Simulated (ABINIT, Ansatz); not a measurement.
# SiC (Moissanite 3C): Raman and infrared activity, part 2 of 3

Which lines does SiC (Moissanite 3C) show in Raman and infrared spectra?

ABINIT 10.8.3; DFT LDA, scalar-relativistic, plane waves, PseudoDojo norm-conserving pseudopotentials.

So far. Step 3 (Ground state): The cell stands at -0.34 GPa: the relaxation ran with a smoothed cutoff and on another k mesh. Step 5 (Zone-centre response): The acoustic modes at Γ come out as far as 0.4 cm⁻¹ from zero, where they should vanish, a small numerical error; the Born charges miss their sum rule by 9.5e-5 e, which is good. The relaxed cell has a = 4.326 Å (conventional setting).

## Step 6: Zone-centre analysis

anaddb reads the merged derivatives, imposes the acoustic sum rule and charge neutrality, and adds the LO-TO term along chosen directions.

File anaddb.abi:

```
ddb_filepath "gamma_DDB"
output_file "anaddb.abo"
outdata_prefix "anaddb"
asr 1
chneut 1
enunit 2
eivec 1
nph1l 1
qph1l 0.0 0.0 0.0 1.0
dieflag 1
nph2l 3
qph2l 
    1.0 0.0 0.0 0.0
    0.0 0.0 1.0 0.0
    1.0 1.0 1.0 0.0
nlflag 1
ramansr 1
alphon 1
prtmbm 1
```

File mrgddb.in:

```
gamma_DDB
merged
3
dfpt_gammao_DS2_DDB
dfpt_gammao_DS3_DDB
gso_DDB
```

Launch:

```console
> mrgddb < mrgddb.in > mrgddb.log
> OMP_NUM_THREADS=1 anaddb anaddb.abi > anaddb.log
```

anaddb.abo, the main output file:

```text
[banners, grids, parts of the stress and lines that vanish by symmetry left out]
-outvars_anaddb: echo values of input variables ----------------------

 Flags :
[...]
Dielectric Tensor and Effective Charges
[...]
Effective charge tensors after
[...]
1          1        0.000000002       -0.000000000       -0.000000000
[...]
1          2       -0.000000002        0.000000002       -0.051586481
[...]
1          3        0.000000002       -0.051586481        0.000000002
[...]
2          1       -0.000000002        0.000000000        0.000000000
[...]
2          2        0.000000002       -0.000000002        0.051586481
[...]
2          3       -0.000000002        0.051586481       -0.000000002
[...]
Phonon wavevector (reduced coordinates) :  0.00000  0.00000  0.00000
 Phonon energies in Hartree :
[...]
Phonon energies in meV     :
-  0.000000E+00  0.000000E+00  0.000000E+00  9.893878E+01  9.893878E+01
-  9.893878E+01
 Phonon frequencies in cm-1    :
-  0.000000E+00  0.000000E+00  0.000000E+00  7.979951E+02  7.979951E+02
-  7.979951E+02
 Phonon frequencies in Thz     :
-  0.000000E+00  0.000000E+00  0.000000E+00  2.392329E+01  2.392329E+01
-  2.392329E+01
 Phonon energies in Kelvin  :
-  0.000000E+00  0.000000E+00  0.000000E+00  1.148137E+03  1.148137E+03
-  1.148137E+03
[...]
-  1  0.00000000E+00 -1.54594767E-06  3.69884964E-03
-     0.00000000E+00  0.00000000E+00  0.00000000E+00
-  2  0.00000000E+00 -1.54594768E-06  3.69884967E-03
-     0.00000000E+00  0.00000000E+00  0.00000000E+00
[...]
-  1  0.00000000E+00 -3.69884964E-03 -1.54594767E-06
-     0.00000000E+00  0.00000000E+00  0.00000000E+00
-  2  0.00000000E+00 -3.69884966E-03 -1.54594768E-06
-     0.00000000E+00  0.00000000E+00  0.00000000E+00
[...]
-  1  3.69884996E-03  0.00000000E+00  0.00000000E+00
-     0.00000000E+00  0.00000000E+00  0.00000000E+00
-  2  3.69884999E-03  0.00000000E+00  0.00000000E+00
-     0.00000000E+00  0.00000000E+00  0.00000000E+00
[...]
-  1  1.31410112E-07  1.62361333E-07 -2.41888499E-03
-     0.00000000E+00  0.00000000E+00  0.00000000E+00
-  2 -3.07278218E-07 -3.79651917E-07  5.65611474E-03
-     0.00000000E+00  0.00000000E+00  0.00000000E+00
[...]
-  1  2.87152127E-07 -2.41888498E-03 -1.62345732E-07
-     0.00000000E+00  0.00000000E+00  0.00000000E+00
-  2 -6.71452086E-07  5.65611470E-03  3.79615437E-07
-     0.00000000E+00  0.00000000E+00  0.00000000E+00
[...]
-  1  2.41888498E-03  2.87143306E-07  1.31429385E-07
-     0.00000000E+00  0.00000000E+00  0.00000000E+00
-  2 -5.65611471E-03 -6.71431460E-07 -3.07323285E-07
-     0.00000000E+00  0.00000000E+00  0.00000000E+00
[...]
-     1          0.000000     0.000000    -0.000000     0.000000
-     2         -0.000000     0.000000    -0.000000     0.000000
-     3         -0.000000     0.000000     0.000000     0.000000
-     4         -0.000000    -0.000000    -3.573320     3.573320
-     5          0.000000    -3.573320     0.000000     3.573320
-     6          3.573320    -0.000000    -0.000000     3.573320
[...]
-   1     Real    0.0000E+00  0.0000E+00  0.0000E+00  0.0000E+00  0.0000E+00  0.0000E+00  0.0000E+00
[...]
-   2     Real    0.0000E+00  0.0000E+00  0.0000E+00  0.0000E+00  0.0000E+00  0.0000E+00  0.0000E+00
[...]
-   3     Real    0.0000E+00  0.0000E+00  0.0000E+00  0.0000E+00  0.0000E+00  0.0000E+00  0.0000E+00
[...]
-   4     Real    0.0000E+00  0.0000E+00  4.8320E-04  0.0000E+00  0.0000E+00  0.0000E+00  4.8320E-04
[...]
-   5     Real    0.0000E+00  4.8320E-04  0.0000E+00  0.0000E+00  0.0000E+00  0.0000E+00  4.8320E-04
[...]
-   6     Real    4.8320E-04  0.0000E+00  0.0000E+00  0.0000E+00  0.0000E+00  0.0000E+00  4.8320E-04
[...]
-        -0.000000000       0.000000000      -0.000000000
-         0.000000000       0.000000000      -0.000000000
[...]
Phonon at Gamma, with non-analyticity in the
[...]
Phonon energies in Hartree :
[...]
Phonon energies in meV     :
-  0.000000E+00  0.000000E+00  0.000000E+00  9.893878E+01  9.893878E+01
-  1.207539E+02
 Phonon frequencies in cm-1    :
-  0.000000E+00  0.000000E+00  0.000000E+00  7.979951E+02  7.979951E+02
-  9.739460E+02
 Phonon frequencies in Thz     :
-  0.000000E+00  0.000000E+00  0.000000E+00  2.392329E+01  2.392329E+01
-  2.919817E+01
 Phonon energies in Kelvin  :
-  0.000000E+00  0.000000E+00  0.000000E+00  1.148137E+03  1.148137E+03
-  1.401291E+03
[...]
-  1  0.00000000E+00 -1.54586143E-06  3.69884964E-03
[...]
-  2  0.00000000E+00 -1.54586144E-06  3.69884967E-03
[...]
Phonon at Gamma, with non-analyticity in the
[...]
Phonon energies in Hartree :
[...]
Phonon energies in meV     :
-  0.000000E+00  0.000000E+00  0.000000E+00  9.893878E+01  9.893878E+01
-  1.207539E+02
 Phonon frequencies in cm-1    :
-  0.000000E+00  0.000000E+00  0.000000E+00  7.979951E+02  7.979951E+02
-  9.739460E+02
 Phonon frequencies in Thz     :
-  0.000000E+00  0.000000E+00  0.000000E+00  2.392329E+01  2.392329E+01
-  2.919817E+01
 Phonon energies in Kelvin  :
-  0.000000E+00  0.000000E+00  0.000000E+00  1.148137E+03  1.148137E+03
-  1.401291E+03
[...]
Phonon at Gamma, with non-analyticity in the
[...]
Phonon energies in Hartree :
[...]
Phonon energies in meV     :
-  0.000000E+00  0.000000E+00  0.000000E+00  9.893878E+01  9.893878E+01
-  1.207539E+02
 Phonon frequencies in cm-1    :
-  0.000000E+00  0.000000E+00  0.000000E+00  7.979951E+02  7.979951E+02
-  9.739460E+02
 Phonon frequencies in Thz     :
-  0.000000E+00  0.000000E+00  0.000000E+00  2.392329E+01  2.392329E+01
-  2.919817E+01
 Phonon energies in Kelvin  :
-  0.000000E+00  0.000000E+00  0.000000E+00  1.148137E+03  1.148137E+03
-  1.401291E+03
[...]
-  1  2.76557804E-07  3.69884873E-03  3.01889114E-06
[...]
-  2  2.76555288E-07  3.69884875E-03  3.01888864E-06
[...]
-  1  3.69884996E-03 -2.76640784E-07  0.00000000E+00
[...]
-  2  3.69884998E-03 -2.76643301E-07  0.00000000E+00
[...]
-  1  4.57886460E-04  1.43486485E-03 -1.89275131E-03
[...]
-  2 -1.07068272E-03 -3.35516580E-03  4.42584852E-03
[...]
-  1  1.92120008E-03 -1.35714135E-03 -5.64058735E-04
[...]
-  2 -4.49237071E-03  3.17342379E-03  1.31894692E-03
[...]
-         0.000000000      -0.000000000       0.000000000
-         0.000000000       0.000000000      -0.000000000
[...]
-        -0.000000000       0.003808977      -0.002887525
-         0.003808977       0.000000000      -0.000921452
-        -0.002887525      -0.000921452      -0.000000000
[...]
-         0.000000000       0.001135113       0.002731114
-         0.001135113      -0.000000000      -0.003866227
-         0.002731114      -0.003866227      -0.000000000
[...]
Direction                     Dielectric constant
[...]
0.00000   0.00000   1.00000     10.23361699
   1.00000   1.00000   1.00000     10.23361699
-
```

Wall time 1.5 s (1 thread of AMD EPYC 7571, shared host).

Numbers from this step:

| Quantity | Value |
| --- | --- |
| miss of the charge sum rule | 9.50e-5 e |
| mean static dielectric constant | 10.23 |
| highest mode moved by the LO-TO term | 974.0 cm⁻¹ |

No LO-TO term; unit eigenvectors of the mass-weighted matrix, from anaddb's displacements. The modes at Γ (shares of kinetic energy by element, %):

| mode | frequency (cm⁻¹) | symmetry | Si % | C % |
| --- | --- | --- | --- | --- |
| 1 | 0.0 | acoustic | 70 | 30 |
| 2 | 0.0 | acoustic | 70 | 30 |
| 3 | 0.0 | acoustic | 70 | 30 |
| 4 | 798.0 | T2 | 30 | 70 |
| 5 | 798.0 | T2 | 30 | 70 |
| 6 | 798.0 | T2 | 30 | 70 |

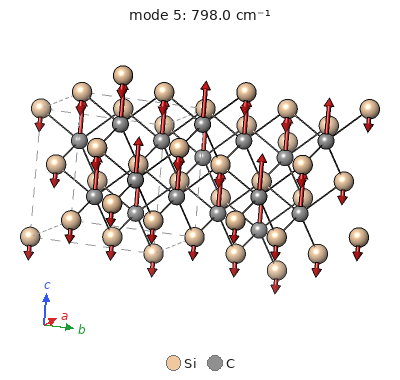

Displacement patterns of mode 5 at Γ; arrows are exaggerated. Bonds to atoms that aren't drawn are left out. 2×2×1 conventional cells are drawn. Some periodic images of atoms are drawn too.

Trace of the oscillator strength, degenerate modes summed. Lines of the infrared spectrum (strongest = 100):

| position (cm⁻¹) | lines merged | IR intensity, relative |
| --- | --- | --- |
| 798 | 3 | 100 |

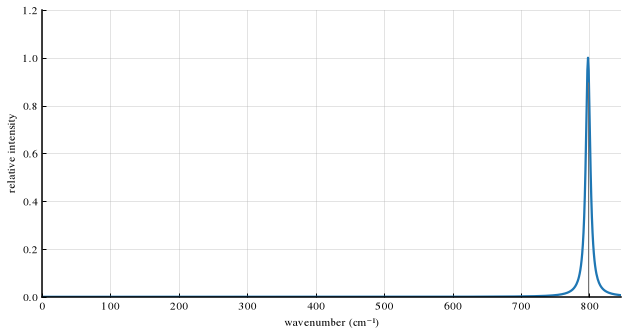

The infrared spectrum, broadened with Lorentzians of width 8 cm⁻¹; bars mark the lines.

From anaddb's Raman susceptibilities, degenerate modes summed; transverse modes, the longitudinal lines of polar modes are not listed. Lines of the Raman spectrum (strongest = 100):

| position (cm⁻¹) | lines merged | Raman activity (Å⁴/amu), powder, relative |
| --- | --- | --- |
| 798 | 3 | 100 |

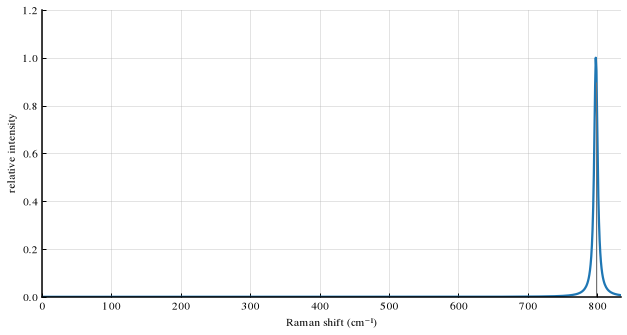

The Raman spectrum, broadened with Lorentzians of width 6 cm⁻¹; bars mark the lines.

Static dielectric tensor (ions relaxed, fixed cell):

```
10.23  0.00  0.00
 0.00 10.23  0.00
 0.00  0.00 10.23
```

Non-linear optical d (pm/V). Tensor:

| field along | xx | yy | zz | yz | xz | xy |
| --- | --- | --- | --- | --- | --- | --- |
| x | 0 | 0 | 0 | 11.15 | 0 | 0 |
| y | 0 | 0 | 0 | 0 | 11.15 | 0 |
| z | 0 | 0 | 0 | 0 | 0 | 11.15 |

The rule moves no optical mode by more than 0.1 cm⁻¹.

## Step 7: Sum rules set otherwise (asr 0)

Without the rule the raw error of the acoustic modes shows.

Edit anaddb.abi of step 6 so:

```diff
@@ -3,4 +3,4 @@
 outdata_prefix "anaddb"
-asr 1
-chneut 1
+asr 0
+chneut 0
 enunit 2
```

mrgddb.in is that of step 6.

anaddb.abo, the main output file:

```text
[banners, grids, parts of the stress and lines that vanish by symmetry left out]
-outvars_anaddb: echo values of input variables ----------------------

 Flags :
[...]
Dielectric Tensor and Effective Charges
[...]
Effective charge tensors after
[...]
1          1        0.000000002       -0.000000000       -0.000000000
[...]
1          2       -0.000000002        0.000000002       -0.051586481
[...]
1          3        0.000000002       -0.051586481        0.000000002
[...]
2          1       -0.000000002        0.000000000        0.000000000
[...]
2          2        0.000000002       -0.000000002        0.051586481
[...]
2          3       -0.000000002        0.051586481       -0.000000002
[...]
Phonon wavevector (reduced coordinates) :  0.00000  0.00000  0.00000
 Phonon energies in Hartree :
[...]
Phonon energies in meV     :
-  5.001074E-02  5.001076E-02  5.001080E-02  9.893881E+01  9.893881E+01
-  9.893881E+01
 Phonon frequencies in cm-1    :
-  4.033639E-01  4.033640E-01  4.033643E-01  7.979953E+02  7.979953E+02
-  7.979953E+02
 Phonon frequencies in Thz     :
-  1.209254E-02  1.209255E-02  1.209256E-02  2.392330E+01  2.392330E+01
-  2.392330E+01
 Phonon energies in Kelvin  :
-  5.803506E-01  5.803508E-01  5.803512E-01  1.148137E+03  1.148137E+03
-  1.148137E+03
[...]
-  1  0.00000000E+00 -3.45687165E-07  3.69885091E-03
-     0.00000000E+00  0.00000000E+00  0.00000000E+00
-  2  0.00000000E+00 -3.45686867E-07  3.69884773E-03
-     0.00000000E+00  0.00000000E+00  0.00000000E+00
[...]
-  1  2.74992244E-07 -3.69885090E-03 -3.45700305E-07
-     0.00000000E+00  0.00000000E+00  0.00000000E+00
-  2  2.74992008E-07 -3.69884772E-03 -3.45700007E-07
-     0.00000000E+00  0.00000000E+00  0.00000000E+00
[...]
-  1  3.69885091E-03  2.75008762E-07  0.00000000E+00
-     0.00000000E+00  0.00000000E+00  0.00000000E+00
-  2  3.69884773E-03  2.75008525E-07  0.00000000E+00
-     0.00000000E+00  0.00000000E+00  0.00000000E+00
[...]
-  1  0.00000000E+00 -1.44166804E-07  2.41888353E-03
-     0.00000000E+00  0.00000000E+00  0.00000000E+00
-  2  0.00000000E+00  3.37107673E-07 -5.65611621E-03
-     0.00000000E+00  0.00000000E+00  0.00000000E+00
[...]
-  1  6.29609285E-07 -2.41888345E-03 -1.44175074E-07
-     0.00000000E+00  0.00000000E+00  0.00000000E+00
-  2 -1.47222602E-06  5.65611602E-03  3.37127011E-07
-     0.00000000E+00  0.00000000E+00  0.00000000E+00
[...]
-  1  2.41888345E-03  6.29611179E-07  0.00000000E+00
-     0.00000000E+00  0.00000000E+00  0.00000000E+00
-  2 -5.65611603E-03 -1.47223045E-06  0.00000000E+00
-     0.00000000E+00  0.00000000E+00  0.00000000E+00
[...]
-     1         -0.000000    -0.000000     0.000069     0.000069
-     2         -0.000000    -0.000069     0.000000     0.000069
-     3          0.000069     0.000000    -0.000000     0.000069
-     4         -0.000000    -0.000000     3.573295     3.573295
-     5          0.000000    -3.573295    -0.000000     3.573295
-     6          3.573295     0.000000     0.000000     3.573295
[...]
-   1     Real    0.0000E+00  0.0000E+00  1.2870E-13  0.0000E+00  0.0000E+00  0.0000E+00  1.2870E-13
[...]
-   2     Real    0.0000E+00  1.2870E-13  0.0000E+00  0.0000E+00  0.0000E+00  0.0000E+00  1.2870E-13
[...]
-   3     Real    1.2870E-13  0.0000E+00  0.0000E+00  0.0000E+00  0.0000E+00  0.0000E+00  1.2870E-13
[...]
-   4     Real    0.0000E+00  0.0000E+00  4.8319E-04  0.0000E+00  0.0000E+00  0.0000E+00  4.8319E-04
[...]
-   5     Real    0.0000E+00  4.8319E-04  0.0000E+00  0.0000E+00  0.0000E+00  0.0000E+00  4.8319E-04
[...]
-   6     Real    4.8319E-04  0.0000E+00  0.0000E+00  0.0000E+00  0.0000E+00  0.0000E+00  4.8319E-04
[...]
-         0.000000000      -0.000000002       0.000000000
-        -0.000000002       0.000000000       0.000000000
[...]
Phonon at Gamma, with non-analyticity in the
[...]
Phonon energies in Hartree :
[...]
Phonon energies in meV     :
-  5.001074E-02  5.001076E-02  5.001937E-02  9.893881E+01  9.893881E+01
-  1.207537E+02
 Phonon frequencies in cm-1    :
-  4.033639E-01  4.033640E-01  4.034334E-01  7.979953E+02  7.979953E+02
-  9.739440E+02
 Phonon frequencies in Thz     :
-  1.209254E-02  1.209255E-02  1.209463E-02  2.392330E+01  2.392330E+01
-  2.919811E+01
 Phonon energies in Kelvin  :
-  5.803506E-01  5.803508E-01  5.804506E-01  1.148137E+03  1.148137E+03
-  1.401288E+03
[...]
-  1  0.00000000E+00 -3.45514859E-07  3.69885091E-03
[...]
-  2  0.00000000E+00 -3.45514562E-07  3.69884773E-03
[...]
Phonon at Gamma, with non-analyticity in the
[...]
Phonon energies in Hartree :
[...]
Phonon energies in meV     :
-  5.001076E-02  5.001080E-02  5.001931E-02  9.893881E+01  9.893881E+01
-  1.207537E+02
 Phonon frequencies in cm-1    :
-  4.033640E-01  4.033643E-01  4.034330E-01  7.979953E+02  7.979953E+02
-  9.739440E+02
 Phonon frequencies in Thz     :
-  1.209255E-02  1.209256E-02  1.209462E-02  2.392330E+01  2.392330E+01
-  2.919811E+01
 Phonon energies in Kelvin  :
-  5.803508E-01  5.803512E-01  5.804500E-01  1.148137E+03  1.148137E+03
-  1.401288E+03
[...]
Phonon at Gamma, with non-analyticity in the
[...]
Phonon energies in Hartree :
[...]
Phonon energies in meV     :
-  5.001075E-02  5.001078E-02  5.001933E-02  9.893881E+01  9.893881E+01
-  1.207537E+02
 Phonon frequencies in cm-1    :
-  4.033639E-01  4.033642E-01  4.034331E-01  7.979953E+02  7.979953E+02
-  9.739440E+02
 Phonon frequencies in Thz     :
-  1.209255E-02  1.209255E-02  1.209462E-02  2.392330E+01  2.392330E+01
-  2.919811E+01
 Phonon energies in Kelvin  :
-  5.803507E-01  5.803510E-01  5.804503E-01  1.148137E+03  1.148137E+03
-  1.401288E+03
[...]
-  1  2.99234375E-03 -1.82203416E-03 -1.18640995E-03
[...]
-  2  2.99234112E-03 -1.82203265E-03 -1.18640899E-03
[...]
-  1  2.14340132E-03  2.13325545E-03  2.12989534E-03
[...]
-  2  2.14342449E-03  2.13327862E-03  2.12991851E-03
[...]
-  1  4.58258238E-04  1.43460112E-03 -1.89285936E-03
[...]
-  2 -1.07155298E-03 -3.35455204E-03  4.42610501E-03
[...]
-  1  1.92111021E-03 -1.35741838E-03 -5.63691828E-04
[...]
-  2 -4.49216444E-03  3.17407432E-03  1.31809012E-03
[...]
-        -0.000000026       0.000000000      -0.000000026
-        -0.000000026      -0.000000026       0.000000000
[...]
-        -0.000000000       0.003809196      -0.002886996
-         0.003809196       0.000000000      -0.000922200
-        -0.002886996      -0.000922200      -0.000000000
[...]
-         0.000000000       0.001134375       0.002731673
-         0.001134375      -0.000000000      -0.003866049
-         0.002731673      -0.003866049      -0.000000000
[...]
Direction                     Dielectric constant
[...]
0.00000   0.00000   1.00000     10.23356808
   1.00000   1.00000   1.00000     10.23356808
-
```

The job ended after 1.4 s (1 thread).

Zone-centre frequencies as printed; negative means imaginary. Modes:

| mode | frequency (cm⁻¹) |
| --- | --- |
| 1 | 0.4 |
| 2 | 0.4 |
| 3 | 0.4 |
| 4 | 798 |
| 5 | 798 |
| 6 | 798 |

[end of part 2 of 3]

[Host names and launcher messages were left out of these logs when they were recorded.]

[Logs are printed without paths, hosts, clocks, repeated set-up lines and the standing remarks that a program may print on its own settings, such as how far it seeks lower states.]

[Hosts, paths, dates, database ids (printed as entryN), source tags and the programs' standing remarks are cut or masked in the printed files.]
